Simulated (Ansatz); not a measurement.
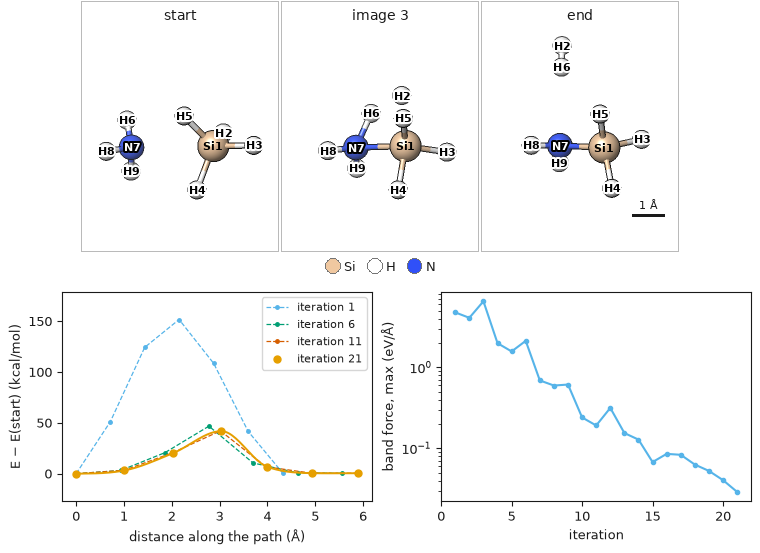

NEB run on SiNH7, made up of SiH4 and NH3. Images are numbered from 0 (start) to 6 (end). The plot follows the band through its iterations. A ball-and-stick model, seen at a tilt.

All numbers below come from Ansatz, RKS PBE0-D4/def2-SVP.

Input
```yaml
crystal:
  periodic: [false, false, false]
  atoms:
    - {symbol: Si, position_ang: [0.314965, -0.248460, 1.391548]}
    - {symbol: H, position_ang: [1.380690, -0.884931, 0.580663]}
    - {symbol: H, position_ang: [0.640291, -0.503973, 2.827195]}
    - {symbol: H, position_ang: [-1.010832, -0.857485, 1.127363]}
    - {symbol: H, position_ang: [0.288872, 1.221975, 1.203018]}
    - {symbol: H, position_ang: [0.455170, 0.641415, -2.015262]}
    - {symbol: N, position_ang: [-0.342940, 0.270032, -1.514648]}
    - {symbol: H, position_ang: [-1.097165, 0.938960, -1.610675]}
    - {symbol: H, position_ang: [-0.629151, -0.577534, -1.989202]}
basis:
  gaussian: {orbitals: def2-SVP}
hamiltonian: {xc: pbe0, dispersion: d4}
neb:
  images: 5
  climbing: true
  max_iterations: 40
  initial_path: idpp
  final_atoms:
    - {symbol: Si, position_ang: [-0.744488, -0.070868, 0.971698]}
    - {symbol: H, position_ang: [2.923488, 0.130780, -1.135352]}
    - {symbol: H, position_ang: [-0.040662, -1.286772, 1.453959]}
    - {symbol: H, position_ang: [-2.162529, -0.162036, 1.432218]}
    - {symbol: H, position_ang: [-0.155578, 1.149142, 1.580889]}
    - {symbol: H, position_ang: [2.179835, 0.114901, -1.049914]}
    - {symbol: N, position_ang: [-0.515518, 0.029400, -0.732623]}
    - {symbol: H, position_ang: [-0.777673, 0.873565, -1.216565]}
    - {symbol: H, position_ang: [-0.706975, -0.778113, -1.304309]}
```

Launched with:
```bash
ansatz run in.yaml --threads 2 --pin off --events-out ev --progress --plain --max-ram 4352MiB
```

> Did the band converge, and can the barrier be trusted?

The run is converged, with reservations. The band converged in 21 iterations. The largest component of the band force went from 4.8 to 0.029 eV/Å. The climbing image converged on the top of the path. Its curvatures weren't checked. The largest force component is 0.41 eV/Å at the start and 0.54 eV/Å at the end; an end with forces this large is no minimum, and the barrier measured from it can be far off. The first iteration put the highest image at 151.7 kcal/mol. Forward barrier 41.9 kcal/mol, backward barrier 41.4 kcal/mol, with image 3 at the top; the reaction energy is +0.5 kcal/mol.

Limits of the set-up: the start holds two separate molecules, 2.9 Å apart at their closest, whose relative position is a soft coordinate.
